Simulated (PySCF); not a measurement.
**GeB: bond curves at several levels of theory**

One job finds the state of GeB, follows it along the bond with each method and fits the curves.

Computed with PySCF 2.14.0. Level: Ge cc-pVDZ-PP with ECP10, B cc-pVDZ, scalar-relativistic core potentials.

## 1. Set-up

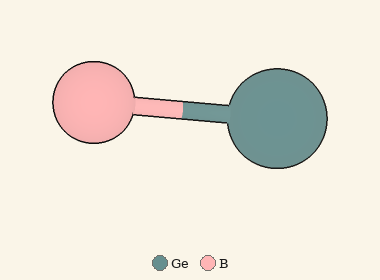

The two atoms at the starting distance (germanium teal, boron pink).

A driver script around PySCF takes these settings:

```json
{"atoms": "Ge, B", "charge": "0", "basis": "Ge cc-pVDZ-PP with ECP10, B cc-pVDZ", "Hamiltonian": "scalar-relativistic core potentials", "basis functions": "37", "electrons treated": "27", "masses in u": "73.9212, 11.0093", "levels": "PBE0, PBE, r²SCAN, LDA, B97-3, PBEsol, ωB97X, HF, MP2, SCS-MP2, CCSD, CCSD(T)", "grid": "80 radial by 434 angular points", "occupations": "held fixed by the projection of orbital angular momentum", "dissociation limit": "Ge + B, each in its ground configuration", "starting distance in angstrom": "1.975", "values of 2S to try": "1, 3"}
```

Command:

```bash
$ OMP_NUM_THREADS=1 python dia.py task.json out
```

The runs that follow: PBE0 along the bond; Other states along the same grid; PBE (GGA); r²SCAN (meta-GGA); LDA; B97-3 (global hybrid GGA); PBEsol; ωB97X (range-separated hybrid); UHF; Adding correlation.

Q: Predict the outcome of this session. Wanted: for each run, Re; ωe; De; μ.

The runs gave:

Lowest PBE0 solution found, without spin–orbit coupling: ⁴Σ⁻ (quartet), unpaired electrons σ ↑, π ↑↑. State 2 has its PBE0 minimum 0.35 eV higher, as a spin-mixed determinant (⟨S²⟩ = 1.77), so this is no gap between pure states. State 3 has its PBE0 minimum 0.40 eV higher, as a spin-mixed determinant (⟨S²⟩ = 1.76), so this is no gap between pure states. State 4 has its PBE0 minimum 1.09 eV higher. The other levels ran on the lowest alone.

```
      level  Re (Å)  ωe (cm⁻¹)  De (eV)  μ (D)
        UHF   1.949        704     1.92  -0.31
    UHF-MP2   1.999        667     2.80    n/a
UHF-SCS-MP2   2.002        648     2.43    n/a
   UHF-CCSD   2.010        618     2.53    n/a
UHF-CCSD(T)   2.020        615     2.68    n/a
        LDA   1.990        637     3.98  -1.06
        PBE   2.015        611     3.42  -1.04
     PBEsol   2.004        623     3.67  -1.01
     r²SCAN   1.989        648     3.41  -0.72
       PBE0   1.988        647     3.19  -0.89
      B97-3   1.997        635     3.02  -1.01
      ωB97X   1.962        692     2.98  -0.95
```

De is counted to Ge + B in their ground configurations. A positive dipole means Ge(−)B(+).

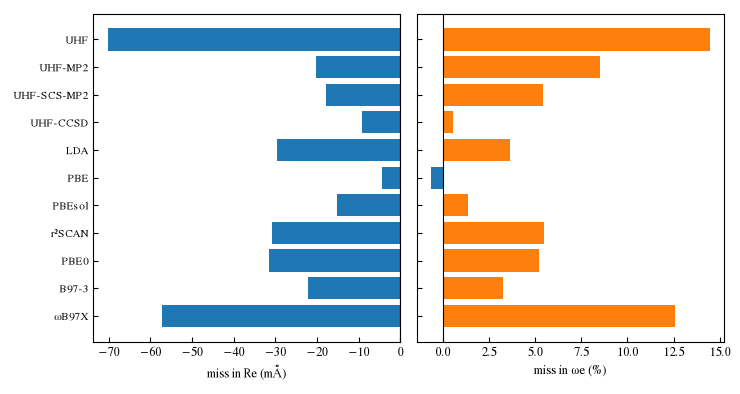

How far each level lies from CCSD(T) in the same basis.

Against CCSD(T) in the same basis, the bond length is nearest at PBE (-4 mÅ) and farthest at UHF (-70 mÅ); the wavenumber is nearest at UHF-CCSD and PBE (0.6 % off) and farthest at UHF (+14.5 %). Hartree–Fock falls on the short and stiff side, its usual fault. CCSD(T) in a basis this small is itself some way from its limit, more so than the functionals. Of the levels with a De here, UHF gives the least (1.92 eV) and LDA the most (3.98 eV).

Correlated steps freeze 5 core orbitals.
